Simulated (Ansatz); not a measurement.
# One shape, several levels: singlet CHFNSi−

We compute a comparison of 6 runs (HF/aug-cc-pVDZ, PBE/aug-cc-pVDZ, PBE0/aug-cc-pVDZ, r2SCAN/aug-cc-pVDZ, revPBE/aug-cc-pVDZ, MP2/aug-cc-pVDZ) of singlet CHFNSi−. 

The calculation is run with Ansatz 0.2.0.

75 further runs of the same task are left out: 75 set aside as unsound or not needed. Runs told in other sessions of the task aren't counted.

## Step 1: The molecule

CHFNSi− has 5 atoms, charge -1, and is taken as a singlet. SMILES of the parent species: `N#C[SiH]F`. The shape is that of a PBE0-D4/def2-TZVP optimisation. That shape belongs to the parent species and isn't relaxed for this state.

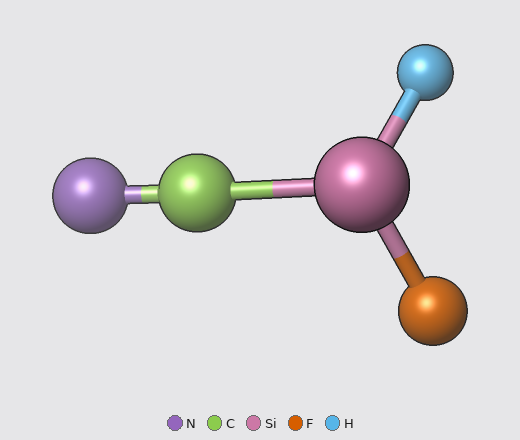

The structure, seen from a chosen angle (nitrogen purple, carbon green, silicon pink, fluorine orange, hydrogen blue).

## Step 2: A single-point energy at HF/aug-cc-pVDZ (run 1)

Contents of run.yaml:

```yaml
basis:
  gaussian:
    orbitals: aug-cc-pVDZ
crystal:
  periodic: [false, false, false]
  atoms:
    - {symbol: "N", position_ang: [1.347400, -1.164000, 1.391300]}
    - {symbol: C, position_ang: [0.713800, -0.590000, 0.616200]}
    - {symbol: Si, position_ang: [-0.146100, 0.297600, -0.743500]}
    - {symbol: F, position_ang: [-1.590300, -0.347100, -0.917700]}
    - {symbol: H, position_ang: [-0.274900, 1.730000, -0.387600]}
total_charge: -1
hamiltonian:
  xc: hf
accuracy: high
output: {orbitals: {seedname: orbitals}}
```

On the command line:

```sh
$ ansatz run run.yaml --threads 1 --pin off --max-ram 2610MiB --events-out events.jsonl --progress --plain --runs-dir runs
```

The program printed:

```text
Warning: RAYON_NUM_THREADS=1 ignored (pool sized by the plan → 1); use --threads N
Functional definition: HF
  name "HF"
  exchange = exact_x
  correlation = 0
2035 factors; integrals over basis functions are off by at most 3.1e-9 eV
mean field evaluation 1: about -13095.7761 eV, gradient 2.5e1 eV
mean field evaluation 2: about -13095.8307 eV, gradient 2.5e1 eV
mean field evaluation 4: about -13097.7756 eV, gradient 3.7e0 eV
mean field evaluation 8: about -13097.8397 eV, gradient 3.4e-1 eV
mean field evaluation 16: about -13097.8409 eV, gradient 2.3e-8 eV
mean field -13097.84094966 eV, -481.3367768647 hartree, gradient 2.3e-8 eV, S^2 0.000000; 0 other end points of the search recorded, 0 dependent functions left out
reference -13097.84094966 eV, -481.3367768647 hartree; 19, 19 occupied and 86, 86 virtual orbitals, 2035 factors
Total energy: -13097.84094966 eV, -481.3367768647 hartree
```

It took 4.5 s on 1 thread of Arm Neoverse V1, shared host; peak memory 0.28 GiB.

## Step 3: A single-point energy at PBE/aug-cc-pVDZ (run 2)

Contents of molecule.yaml:

```yaml
crystal:
  periodic: [false, false, false]
  atoms:
    - {symbol: "N", position_ang: [1.347400, -1.164000, 1.391300]}
    - {symbol: C, position_ang: [0.713800, -0.590000, 0.616200]}
    - {symbol: Si, position_ang: [-0.146100, 0.297600, -0.743500]}
    - {symbol: F, position_ang: [-1.590300, -0.347100, -0.917700]}
    - {symbol: H, position_ang: [-0.274900, 1.730000, -0.387600]}
basis:
  gaussian: {orbitals: aug-cc-pVDZ}
total_charge: -1
hamiltonian: {xc: {name: PBE}}
accuracy: high
output: {orbitals: {seedname: orbitals}}
```

On the command line:

```sh
$ ansatz run molecule.yaml --threads 1 --pin off --max-ram 2610MiB --events-out events.jsonl --progress --plain --runs-dir runs
```

The program printed:

```text
Warning: RAYON_NUM_THREADS=1 ignored (pool sized by the plan → 1); use --threads N
Functional definition: PBE
  name "PBE"
  parameter kappa = 0.804
  parameter beta = 0.06672455060314922
  exchange = pbe_x(kappa = kappa, mu = beta*pi^2/3)
  correlation = pbe_c(beta = beta)
2035 factors; integrals over basis functions are off by at most 3.1e-9 eV
mean field evaluation 1: about -13125.1415 eV, gradient 4.3e1 eV
mean field evaluation 2: about -13100.1014 eV, gradient 1.1e2 eV
mean field evaluation 4: about -13129.3351 eV, gradient 1.7e1 eV
mean field evaluation 8: about -13129.9199 eV, gradient 3.4e-1 eV
mean field evaluation 16: about -13129.9201 eV, gradient 2.2e-5 eV
mean field -13129.92012225 eV, -482.5156647132 hartree, gradient 4.4e-8 eV, S^2 0.000000; 0 other end points of the search recorded, 0 dependent functions left out
reference -13129.92012630 eV, -482.5156648622 hartree; 19, 19 occupied and 86, 86 virtual orbitals, 2035 factors
Total energy: -13129.92012630 eV, -482.5156648622 hartree
```

Run time: 8.4 s. Hardware: 1 thread of Arm Neoverse V1, shared host; peak memory 0.27 GiB.

Run 3 isn't shown in full; the table further down has it.

## Step 4: A single-point energy at r2SCAN/aug-cc-pVDZ (run 4)

Contents of job.yaml:

```yaml
crystal:
  periodic: [false, false, false]
  atoms:
    - {symbol: N, position_ang: [1.347400, -1.164000, 1.391300]}
    - {symbol: C, position_ang: [0.713800, -0.590000, 0.616200]}
    - {symbol: Si, position_ang: [-0.146100, 0.297600, -0.743500]}
    - {symbol: F, position_ang: [-1.590300, -0.347100, -0.917700]}
    - {symbol: H, position_ang: [-0.274900, 1.730000, -0.387600]}
basis:
  gaussian:
    orbitals: aug-cc-pVDZ
hamiltonian:
  xc: r2scan
total_charge: -1
accuracy: high
output: {orbitals: {seedname: orbitals}}
```

On the command line:

```sh
$ ansatz run job.yaml --threads 1 --pin off --max-ram 2610MiB --events-out events.jsonl --progress --plain --runs-dir runs
```

The program printed:

```text
Warning: RAYON_NUM_THREADS=1 ignored (pool sized by the plan → 1); use --threads N
Functional definition: r2SCAN
  name "r2SCAN"
  parameter k0 = 0.174
  parameter k1 = 0.065
  parameter a1 = 4.9479
  exchange = r2scan_x(k0 = k0, k1 = k1, a1 = a1)
  correlation = r2scan_c
2035 factors; integrals over basis functions are off by at most 3.1e-9 eV
mean field evaluation 1: about -13132.6127 eV, gradient 3.8e1 eV
mean field evaluation 2: about -13120.1121 eV, gradient 7.9e1 eV
mean field evaluation 4: about -13136.0959 eV, gradient 8.6e0 eV
mean field evaluation 8: about -13136.2446 eV, gradient 2.7e-1 eV
mean field evaluation 16: about -13136.2448 eV, gradient 3.2e-5 eV
mean field -13136.24477309 eV, -482.7480913446 hartree, gradient 4.5e-8 eV, S^2 0.000000; 0 other end points of the search recorded, 0 dependent functions left out
reference -13136.24477428 eV, -482.7480913881 hartree; 19, 19 occupied and 86, 86 virtual orbitals, 2035 factors
Total energy: -13136.24477428 eV, -482.7480913881 hartree
```

Run time: 17 s. Hardware: 1 thread of Arm Neoverse V1, shared host; peak memory 0.32 GiB.

Run 5 isn't shown in full; the table further down has it.

## Step 5: The energy at MP2/aug-cc-pVDZ (run 6)

Contents of molecule.yaml:

```yaml
crystal:
  periodic: [false, false, false]
  atoms:
    - symbol: "N"
      position_ang: [1.347400, -1.164000, 1.391300]
    - symbol: C
      position_ang: [0.713800, -0.590000, 0.616200]
    - symbol: Si
      position_ang: [-0.146100, 0.297600, -0.743500]
    - symbol: F
      position_ang: [-1.590300, -0.347100, -0.917700]
    - symbol: H
      position_ang: [-0.274900, 1.730000, -0.387600]
basis:
  gaussian:
    orbitals: aug-cc-pVDZ
total_charge: -1
correlation:
  method: mp2
  frozen_orbitals: {C: 1, F: 1, H: 0, "N": 1, Si: 5}
accuracy: high
```

On the command line:

```sh
$ ansatz run molecule.yaml --threads 1 --pin off --max-ram 2610MiB --events-out events.jsonl --progress --plain --runs-dir runs
```

The program printed:

```text
Warning: RAYON_NUM_THREADS=1 ignored (pool sized by the plan → 1); use --threads N
[... 4 set-up lines as earlier in the session ...]
2035 factors; integrals over basis functions are off by at most 3.1e-9 eV
mean field evaluation 1: about -13095.7761 eV, gradient 2.5e1 eV
mean field evaluation 2: about -13095.8307 eV, gradient 2.5e1 eV
mean field evaluation 4: about -13097.7756 eV, gradient 3.7e0 eV
mean field evaluation 8: about -13097.8397 eV, gradient 3.4e-1 eV
mean field evaluation 16: about -13097.8409 eV, gradient 2.3e-8 eV
mean field -13097.84094966 eV, -481.3367768647 hartree, gradient 2.3e-8 eV, S^2 0.000000; 0 other end points of the search recorded, 0 dependent functions left out
8 core orbitals not correlated: weight in the atoms' cores, before any rotation towards them, 1.000 or more for the frozen orbitals, at most 0.000 for the correlated occupied ones
reference -13097.84094966 eV, -481.3367768647 hartree; 11, 11 occupied and 86, 86 virtual orbitals, 2035 factors
second order -16.22948818 eV of doubles, -0.00000000 eV of singles
Total energy: -13114.07043785 eV, -481.9331995546 hartree
```

It took 5.4 s on 1 thread of Arm Neoverse V1, shared host; peak memory 0.28 GiB.

## Step 6: All runs side by side

| run | level | frozen core orbitals | energy (Eh) | HOMO energy (eV) | LUMO energy (eV) | HOMO–LUMO gap (eV) | wall time |
| --- | --- | --- | --- | --- | --- | --- | --- |
| 1 | HF/aug-cc-pVDZ | – | -481.336777 | -1.86 | 4.42 | 6.27 | 4.5 s |
| 2 | PBE/aug-cc-pVDZ | – | -482.515665 | 0.94 | 2.86 | 1.93 | 8.4 s |
| 3 | PBE0/aug-cc-pVDZ | – | -482.540947 | 0.09 | 3.42 | 3.32 | 11 s |
| 4 | r2SCAN/aug-cc-pVDZ | – | -482.748091 | 0.83 | 3.23 | 2.41 | 17 s |
| 5 | revPBE/aug-cc-pVDZ | – | -482.750856 | 0.99 | 2.88 | 1.89 | 9 s |
| 6 | MP2/aug-cc-pVDZ | 8 | -481.933200 | – | – | – | 5.4 s |

## Step 7: Summary of results

```
                                          quantity          value
                               run 6: total energy  -481.93320 Eh
run 6: correlation energy (8 core orbitals frozen)     -596.4 mEh
```

What this shows: Over runs 1, 2, 3, 4, 5 the HOMO–LUMO gap runs from 1.89 eV (revPBE/aug-cc-pVDZ) to 6.27 eV (HF/aug-cc-pVDZ). Exact exchange widens orbital gaps. The empty levels of an anion lie above zero and hang on the basis. Totals of different functionals can't be ranked against each other. In runs 2, 3, 4, 5 the HOMO lies above zero, from self-interaction, a short basis or an electron that isn't bound. All runs together took 55 s, the longest 17 s.
